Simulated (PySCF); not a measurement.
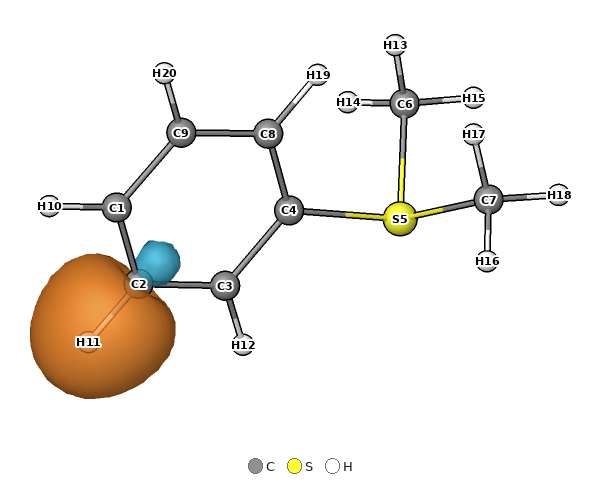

Figure 1: C₈H₁₁S, charge +1, SMILES `c1ccc([S+](C)C)cc1`. Intrinsic bond orbitals (IBO), occupied; each surface holds about 80 % of the orbital's density. Energies are diagonal elements of the Fock matrix.

Level of theory: HF/6-31+G* (PySCF), at a geometry from GFN2-xTB. No frequency check shows the geometry to be a minimum. GFN2-xTB bond lengths at metals and heavier atoms can be off by up to 0.1 Å and shapes distorted, which carries into these values.

Input

```python
import numpy as np
from pyscf import gto, scf, dft, lo
from pyscf.data.elements import chemcore

def solve(mol, dm0=None, hcore=None):
    mf = scf.UHF(mol) if mol.spin else scf.RHF(mol)
    mf = mf.density_fit(auxbasis='def2-universal-jkfit')
    mf.conv_tol, mf.max_cycle = 1e-8, 80
    if hcore is not None:
        mf.get_hcore = lambda *args: hcore
    mf.kernel(dm0)
    if not mf.converged:
        mf = mf.newton().run(mf.mo_coeff, mf.mo_occ, max_cycle=30)
    assert mf.converged, 'SCF not converged'
    return mf

mol = gto.M(atom='''
C     -2.89587     0.27118    -0.00036
C     -2.42420    -1.03191     0.00078
C     -1.06067    -1.27422     0.00084
C     -0.18324    -0.19951    -0.00004
S      1.57468    -0.60874     0.00052
C      2.19043     0.37640    -1.39040
C      2.19011     0.37961     1.38986
C     -0.64208     1.10818    -0.00051
C     -2.00769     1.33604    -0.00120
H     -3.95772     0.45975    -0.00017
H     -3.11328    -1.86121     0.00230
H     -0.68089    -2.28380     0.00093
H      1.89374     1.41577    -1.29576
H      1.78208    -0.04656    -2.30405
H      3.27332     0.29065    -1.40820
H      1.78155    -0.04124     2.30439
H      1.89344     1.41876     1.29276
H      3.27300     0.29390     1.40811
H      0.03420     1.94924    -0.00025
H     -2.37505     2.35007    -0.00218
''', basis='6-31+g*', charge=1, spin=0, verbose=4)
mf = solve(mol)
occ_all = mf.mo_coeff[:, mf.mo_occ > 0]
occ = occ_all[:, chemcore(mol):]
loc = lo.ibo.ibo(mol, occ, iaos=lo.iao.iao(mol, occ_all))
fock, s = mf.get_fock(), mf.get_ovlp()
ortho = lo.orth_ao(mol, 'meta_lowdin')
ortho = lo.vec_lowdin(lo.iao.iao(mol, occ_all), s)
labels = lo.iao.reference_mol(mol).ao_labels(fmt=None)
vir = lo.vvo.livvo(mol, occ_all, mf.mo_coeff[:, mf.mo_occ == 0])
both = np.hstack([loc, vir])
p = (ortho.T @ s @ both) ** 2
pop = np.array([p[[l[0] == a for l in labels]].sum(0) for a in range(mol.natm)])
spd = np.array([[p[[l[0] == a and l[2][-1] == k for l in labels]].sum(0) for k in 'spd'] for a in range(mol.natm)])
eps = np.einsum('pi,pq,qi->i', both, fock, both)
for i in np.argsort(eps):
    top = np.argsort(-pop[:, i])[:3]
    print('%3d %s %9.4f Eh ' % (i + 1, 'occ' if i < loc.shape[1] else 'vir', eps[i]), '  '.join('%s%d %.3f' % (mol.atom_symbol(a), a + 1, pop[a, i]) for a in top))
np.savez('result.npz', c=both, nocc=loc.shape[1], pop=pop, spd=spd, eps=eps, e=mf.e_tot)
```

Launched as:

```sh
OMP_NUM_THREADS=1 python input.py
```

The run took 9.5 s on 1 thread of Arm Neoverse V2 (shared host), peak memory 0.63 GiB.

**What does this orbital represent?**

σ bond C2–H11 (C2 59 %, H11 41 %; −22.3 eV).

**How do all the valence pairs divide up?**

24 pairs: 20 σ bonds, 3 multicentre orbitals and 1 lone pair.
